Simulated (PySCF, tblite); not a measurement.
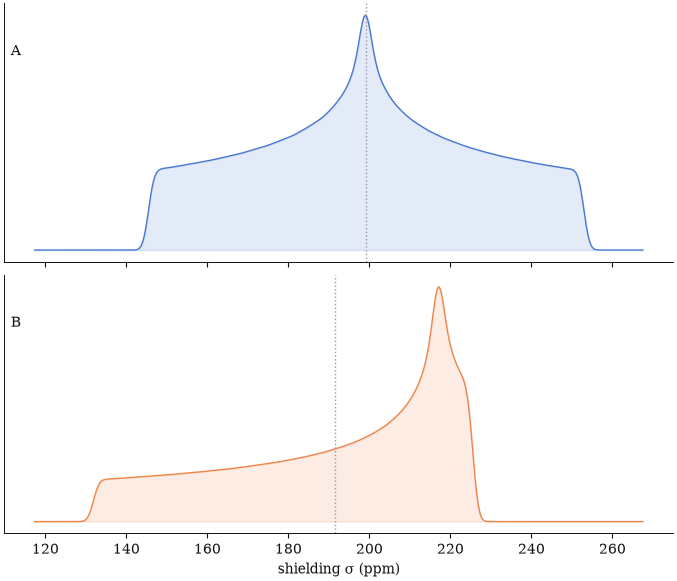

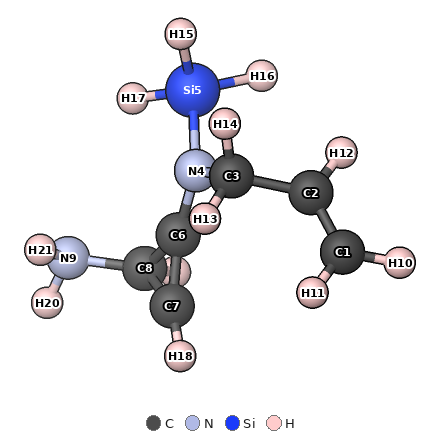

Static powder patterns (¹⁵N) from GIAO shielding tensors of C₆H₁₂N₂Si, SMILES C=CCN([SiH3])C1=C[C@H]1N, PBE0/pcSseg-1, PySCF 2.14.0, at a GFN2-xTB geometry (a minimum by its frequencies); absolute shielding, one fixed geometry of the isolated molecule without any motion, no dipolar terms. The dotted line is the isotropic value; skew is 3(σiso − σ22)/span.

Question: The panels belong to N4 and N9. Which is which?

Answer: panel A: N9, σ11, σ22, σ33 = 145, 199, 253 ppm, isotropic 199, span 108 ppm, skew 0.00; panel B: N4, σ11, σ22, σ33 = 132, 217, 226 ppm, isotropic 191, span 94 ppm, skew −0.82.

Note: the tight-binding geometry is rougher than a DFT one and adds to the error; one conformer of a flexible molecule.
